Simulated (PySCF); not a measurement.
# C$_{5}$H$_{11}$SSi (doublet): what the fields show

Input

```
{"job": {"kind": "epr", "basis": "pcH-1"}, "charge": 0, "multiplicity": 2}
C     -2.960472    -0.352636     0.703502
C     -2.063180     0.464764    -0.215883
C     -0.597662     0.366980     0.174590
S      0.038447    -1.334660    -0.099863
Si     2.153153    -1.035470     0.016510
C      2.755708     0.688344     0.068209
C      2.892393     0.277070    -1.328184
H     -2.900378     0.020147     1.723664
H     -3.994974    -0.297198     0.374326
H     -2.648967    -1.394326     0.697395
H     -2.180882     0.119171    -1.244995
H     -2.354493     1.517830    -0.177197
H     -0.457621     0.594102     1.231232
H      0.010089     1.042626    -0.424186
H      2.693292    -2.382572     0.038398
H      3.673463     0.953342     0.583264
H      3.854760     0.281083    -1.825946
H      2.078564     0.477720    -2.013129
```

Command:

```sh
OMP_NUM_THREADS=1 python probes_run.py task.json out
```

Geometry: GFN2-xTB.

Method: PySCF 2.14.0, density-fitted response routines, UKS B3LYP, pcH-1 on C H S Si, non-relativistic, mean-field spin-orbit, GIAO.

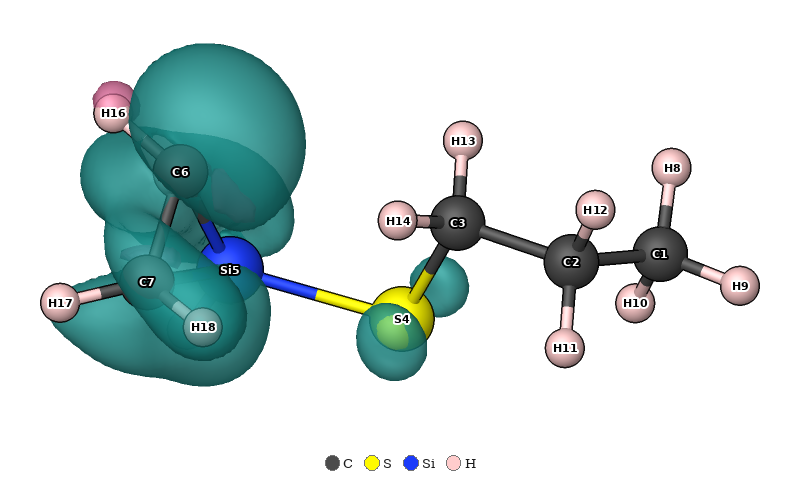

Figure 1. Isosurfaces of the spin density at +0.015 (teal) and −0.015 e/Å³ (pink), seen from one side.

### Which atoms carry the spin?

The unpaired spin (1 electron) lies mostly on C6 (about 0.5), Si5 (about 0.2) and C7 (about 0.1), in electrons by Hirshfeld's partition.

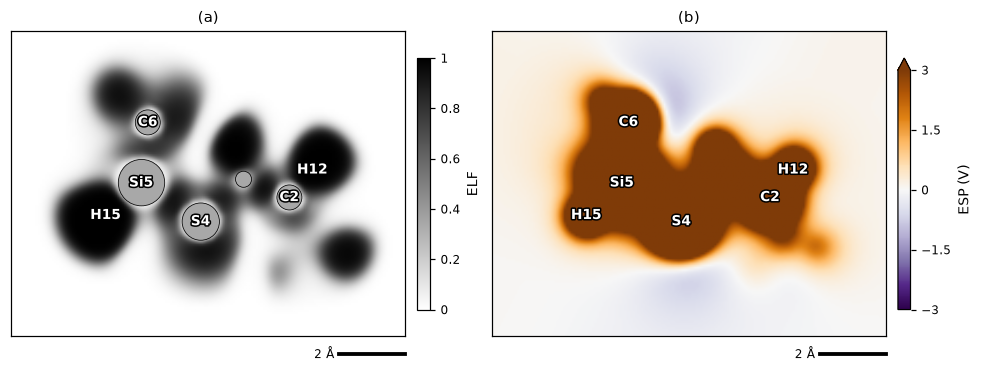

Figure 2. (a) ELF; (b) molecular electrostatic potential on the plane of atoms S4, Si5 and C6. Grey discs cover the atomic cores in the ELF map.

### What does the map show?

The section cuts through C, S, Si and H sites.
C–Si (1.83 Å): the ELF peaks at about 0.80 between the atoms; a covalent bond.
Si–S (2.14 Å): the ELF peaks at about 0.90 between the atoms: a covalent bond.
C–H (1.09 Å): the ELF climbs to about 1 towards the hydrogen, as it does in any bond to H; a covalent bond by its length.
The ELF also peaks beside S4, away from the bonds: non-bonding electrons, paired or unpaired.
Outside the dense part of the molecule the potential is most negative (−0.8 V) near C6.

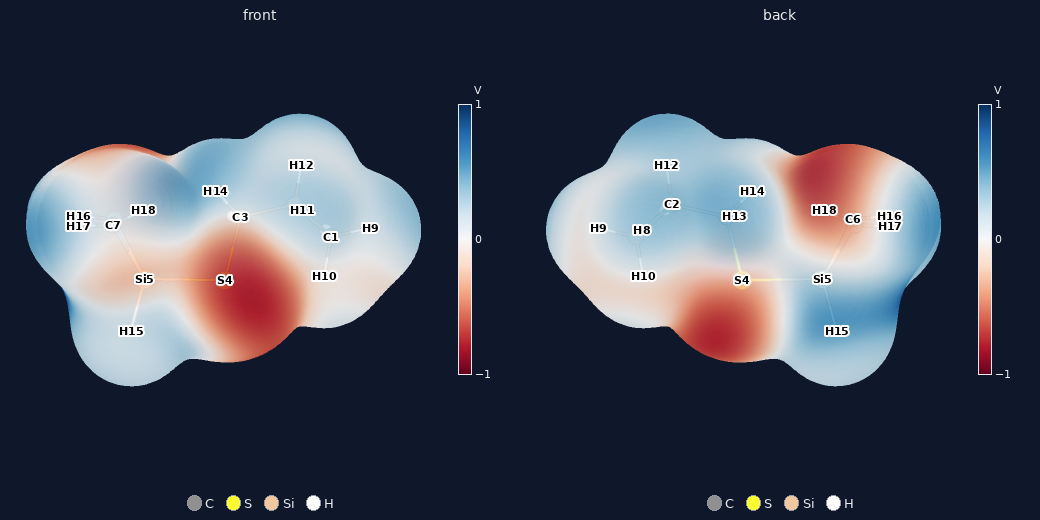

Figure 3. The molecular electrostatic potential painted on the density surface at 0.001 e/bohr³, seen from the front and from behind; the colour scale runs from red (negative) to blue (positive).

### Where is the surface potential most negative and most positive?

The most negative region (about −0.8 V, or −18 kcal/mol for a unit charge) lies over S4, the most positive (about +0.7 V, or +16 kcal/mol for a unit charge) over Si5.
